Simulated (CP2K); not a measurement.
Consider 3-nitrosopyridine at its PBE geometry (Å).

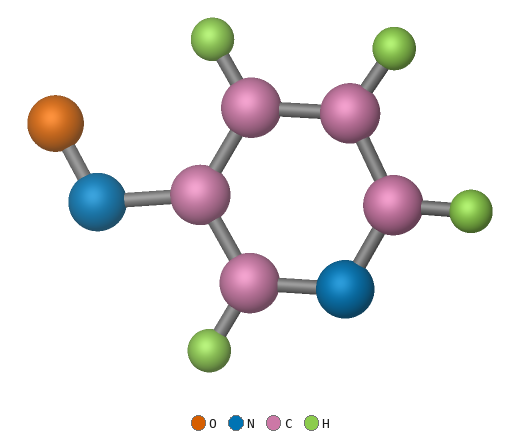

The molecule (oxygen orange, nitrogen blue, carbon pink, hydrogen green).

```xyz
12

O     3.0087    0.7078    0.1577
N     2.3662   -0.0927   -0.5256
C     0.9446   -0.0918   -0.2662
C     0.3092    0.7172    0.6868
C    -1.0671    0.5965    0.8142
C    -1.7440   -0.3192   -0.0108
N    -1.1457   -1.1002   -0.9281
C     0.1859   -0.9782   -1.0421
H     0.9043    1.4044    1.2884
H    -1.6259    1.1917    1.5360
H    -2.8276   -0.4322    0.0724
H     0.6915   -1.6033   -1.7827
```

Method: CP2K XAS_TDP, all-electron GAPW, PBEh(45%), aug-cc-pVDZ, TDA, GW2X-corrected core level, no relativity.

**Question.** Predict the bright core excitations at the C K edge.

Leading lines: C3 286.74 eV, C4 286.33 eV, C5 287.27 eV, C6 286.91 eV and C8 286.93 eV. The leading line of an atom is its first one with 35 % of the strongest within 2.5 eV of its lowest line over the strength cut. Core ionisation energies at this level: C5 292.87, C6 293.64, C8 293.57, C3 292.99 and C4 293.21 eV.

The first six lines of each atom with a strength over 0.0015:

```
                     atom  energy (eV)  states  strength, one atom  above the computed threshold
 C3 (bonded to 2 C and N)       286.74       1              0.0137                              
                                288.65       1              0.0348                              
                                288.97       1              0.0055                              
                                291.91       1              0.0067                              
                                292.27       1              0.0032                              
                                292.32       1              0.0052                              
 C4 (bonded to 2 C and H)       286.33       1              0.0485                              
                                288.95       1              0.0050                              
                                290.58       1              0.0015                              
                                291.15       1              0.0091                              
                                292.11       1              0.0055                              
                                292.69       1              0.0022                              
 C5 (bonded to 2 C and H)       287.27       1              0.0475                              
                                287.74       1              0.0028                              
                                290.46       1              0.0022                              
                                290.52       1              0.0126                              
                                291.82       1              0.0032                              
                                292.21       1              0.0042                              
C6 (bonded to C, N and H)       286.91       1              0.0519                              
                                290.87       1              0.0080                              
                                291.43       1              0.0127                              
                                292.56       1              0.0035                              
                                293.09       1              0.0024                              
                                293.36       1              0.0021                              
C8 (bonded to C, N and H)       286.93       1              0.0535                              
                                288.81       1              0.0039                              
                                291.77       1              0.0113                              
                                292.42       1              0.0052                              
                                293.14       1              0.0021                              
                                293.49       1              0.0018
```

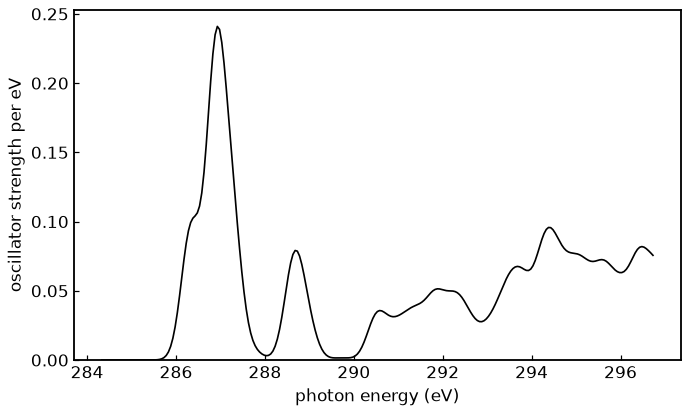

All atoms added, broadened by 0.5 eV.

Lines are vertical, at one geometry, with no vibrational structure. GW2X ionisation energies and lines can be off by 1 to 2 eV either way, and a good line position may hide errors that cancel. These values hold no scalar relativity, about 0.1 eV for C 1s. Rydberg lines, and the discretised continuum above threshold, depend on the basis and the box.

[Banner, clock and machine lines of the logs are left out without a mark of their own.]

[Logs are printed without paths, hosts, clocks, repeated set-up lines and the standing remarks that a program may print on its own settings, such as how far it seeks lower states.]

[Hosts, paths, dates, database ids (printed as entryN), source tags and the programs' standing remarks are cut or masked in the printed files.]
